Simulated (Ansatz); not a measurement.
**BrGaH4Si (SMILES [SiH3][GaH][Br]): density, localisation and related maps**

Input file:

```
basis:
  gaussian:
    orbitals: def2-TZVPD
crystal:
  periodic: [false, false, false]
  atoms:
    - {symbol: Br, position_ang: [-1.592551, -1.396672, -1.174224]}
    - {symbol: Ga, position_ang: [0.668531, -1.673883, -1.552495]}
    - {symbol: Si, position_ang: [1.905567, 0.387471, -1.585875]}
    - {symbol: H, position_ang: [1.275777, 1.326690, -2.563606]}
    - {symbol: H, position_ang: [1.849924, 1.004459, -0.224525]}
    - {symbol: H, position_ang: [3.337544, 0.178986, -1.962338]}
    - {symbol: H, position_ang: [1.092381, -3.171118, -1.727503]}
hamiltonian:
  xc: pbe0
output: {forces: true, orbitals: {seedname: orbitals}}
```

Launched as:

```sh
ansatz run input.yaml --threads 2 --pin off --max-ram 4350MiB --events-out events.jsonl --progress --plain --runs-dir runs
```

Geometry: PBE0-D3(BJ)/def2-SVP.

Computed with isolated molecule in a Gaussian basis; Kohn-Sham density functional theory, functional PBE0 (Ansatz).

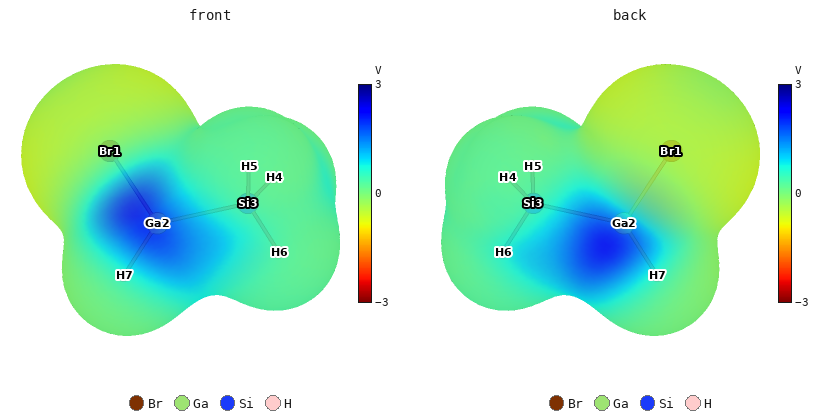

Figure 1. The electrostatic potential painted on the density surface at 0.001 e/bohr³, seen from the front and from behind; the colour scale runs from red (negative) to blue (positive).

Question: Describe the electrostatic potential map.

Answer: The most negative region (about −0.6 V) lies over Br1, the most positive (about +2.2 V) over Ga2.

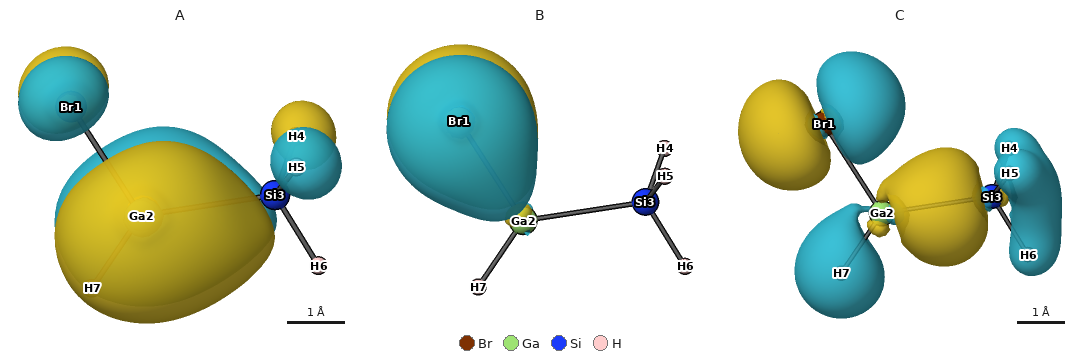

Figure 2. Three frontier orbitals at ±0.08 Å⁻³ᐟ² (yellow and cyan are the two phases), in no order.

Question: Order the three orbitals by energy and name them.

Answer: B is the HOMO−1 (−8.53 eV). Its weight (Hirshfeld) is mainly on Br1 (about 90 %) and Ga2 (about 10 %); largely a lone pair of Br1. C is the HOMO (−7.68 eV). Its weight (Hirshfeld) is mainly on Br1 (about 45 %), Si3 (about 20 %), Ga2 (about 20 %) and H7 (about 10 %). A is the LUMO (−2.22 eV). It lies mainly on Ga2 (about 65 %), Si3 (about 15 %) and Br1 (about 10 %).

Question: What is the HOMO–LUMO gap?

Answer: 5.46 eV between the orbital energies.

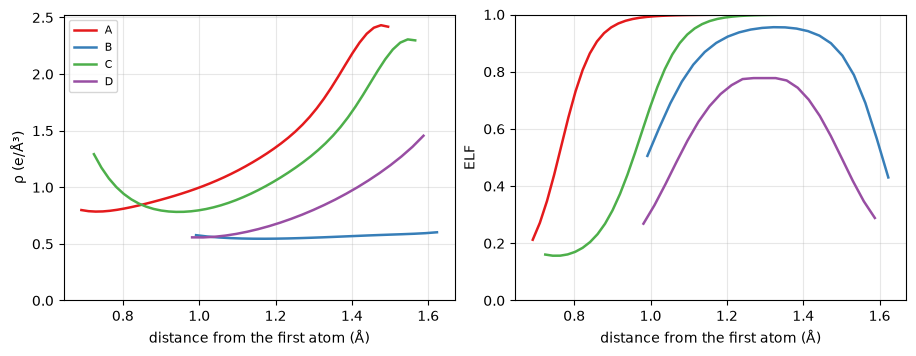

Figure 3. Total electron density and electron localisation function along straight lines between neighbouring atoms. The curves leave out the atomic cores.

Question: Which curve belongs to which contact (Ga–Br, Ga–H, Ga–Si and Si–H)? The first atom named is at distance zero.

Answer: Curve A: Si–H (1.49 Å): ρ at the midpoint is about 0.79 e/Å³; the ELF climbs to about 1 towards the hydrogen, as it does in any bond to H. Curve B: Ga–Si (2.40 Å): the density is about 0.55 e/Å³ at the midpoint; the ELF peaks at about 0.95 between the atoms: a shared electron pair. Curve C: Ga–H (1.57 Å): ρ at the midpoint is about 1 e/Å³; the ELF climbs to about 1 towards the hydrogen. Curve D: Ga–Br (2.31 Å): ρ at the midpoint is about 0.63 e/Å³, with its minimum of 0.56 e/Å³ about 1.0 Å from Ga; the ELF peaks at about 0.80 in the valence shell of Br, 1.0 Å from its nucleus, and is about 0.70 at the midpoint.

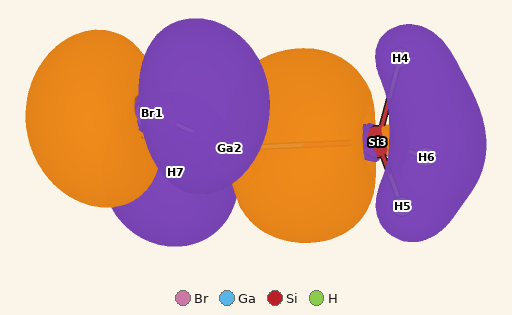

Figure 4. One frontier orbital at ±0.06 Å⁻³ᐟ² (orange and purple are the two phases), seen from one side.

Question: Which orbital is it: HOMO or LUMO?

Answer: The HOMO, at −7.68 eV. Its weight (Hirshfeld) is mainly on Br1 (about 45 %), Si3 (about 20 %), Ga2 (about 20 %) and H7 (about 10 %).
